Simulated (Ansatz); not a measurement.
# Si3Ge3N8: the cell at several levels of theory

How does the equilibrium cell of Si3Ge3N8 in the beta-nitride host structure depend on the functional? It is relaxed with PBE and r2SCAN. This is a trial cell built on a prototype, not taken from a measured structure, and it needn't be the compound's ground state.

The runs shown are made with Ansatz 0.2.0. PAW datasets, plane waves, zero pressure. No spin polarisation and no zero-point or thermal motion; the cell was built from a prototype and may be hypothetical.

**1. Starting point**

This is the cell as the run starts from it, not yet at rest; its lengths are not the crystal's.

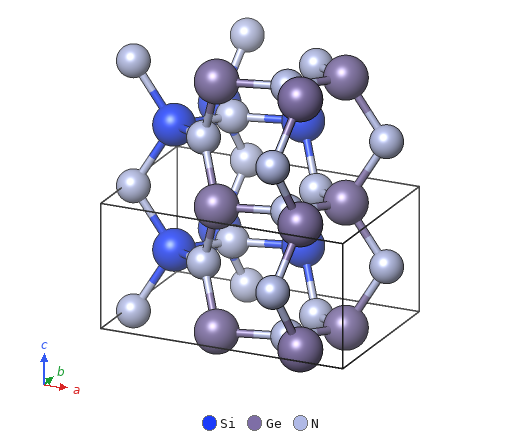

View slightly off an axis; silicon blue, germanium purple, nitrogen light blue. 1×1×2 cells are drawn.

As a file:

```
CELL_PARAMETERS angstrom
7.69787 0.00000 0.00000
-3.84894 6.66655 0.00000
0.00000 0.00000 2.94085
ATOMIC_POSITIONS crystal
Si 0.23108 0.82495 0.50000
Ge 0.40614 0.23108 0.00000
Ge 0.82495 0.59386 0.00000
Si 0.17505 0.40614 0.50000
Si 0.59386 0.76892 0.50000
Ge 0.76892 0.17505 0.00000
N 0.33333 0.66667 0.50000
N 0.66667 0.33333 0.00000
N 0.96919 0.66985 0.50000
N 0.29934 0.96919 0.00000
N 0.66985 0.70066 0.00000
N 0.33015 0.29934 0.50000
N 0.03081 0.33015 0.00000
N 0.70066 0.03081 0.50000
```

**2. Relaxation with PBE**

input.yaml reads:

```yaml
crystal:
  lattice:
    - [7.69787294, 0.0, 0.0]
    - [-3.84893647, 6.66655352, 0.0]
    - [0.0, 0.0, 2.9408538]
  atoms:
    - { symbol: Si, position: [0.23108243, 0.82494615, 0.5] }
    - { symbol: Ge, position: [0.40613628, 0.23108243, 0.0] }
    - { symbol: Ge, position: [0.82494615, 0.59386372, 0.0] }
    - { symbol: Si, position: [0.17505385, 0.40613628, 0.5] }
    - { symbol: Si, position: [0.59386372, 0.76891757, 0.5] }
    - { symbol: Ge, position: [0.76891757, 0.17505385, 0.0] }
    - { symbol: "N", position: [0.33333333, 0.66666667, 0.5] }
    - { symbol: "N", position: [0.66666667, 0.33333333, 0.0] }
    - { symbol: "N", position: [0.96919449, 0.6698534, 0.5] }
    - { symbol: "N", position: [0.29934109, 0.96919449, 0.0] }
    - { symbol: "N", position: [0.6698534, 0.70065891, 0.0] }
    - { symbol: "N", position: [0.3301466, 0.29934109, 0.5] }
    - { symbol: "N", position: [0.03080551, 0.3301466, 0.0] }
    - { symbol: "N", position: [0.70065891, 0.03080551, 0.5] }
kpoints:
  mp_grid: { grid: [6, 6, 8] }
hamiltonian:
  xc: pbe
scf:
  occupations: { method: fermi_dirac, width: 0.02 }
relax:
  f_tol: 0.005
  cell: {}
output:
  write_density: true
  write_potential: true
  elf: true
  volumetric_format: npy
```

Further steps of the session: Relaxation with r2SCAN.

Before running it: what results should come out? Wanted: for each run, a; c; volume; space group; SCF geometries.

The runs gave:

| level | a (Å) | c (Å) | volume (Å³/atom) | space group | SCF geometries |
| --- | --- | --- | --- | --- | --- |
| PBE | 7.891 | 3.017 | 11.620 | P-6 | 11 |
| r2SCAN | 7.821 | 2.990 | 11.313 | P-6 | 6 |

What this shows: From the start to the first minimum the volume moved by +7.8 %. The volume runs from r2SCAN (least) to PBE (most), a spread of 2.7 %, or 0.9 % in length if all axes shared it alike.
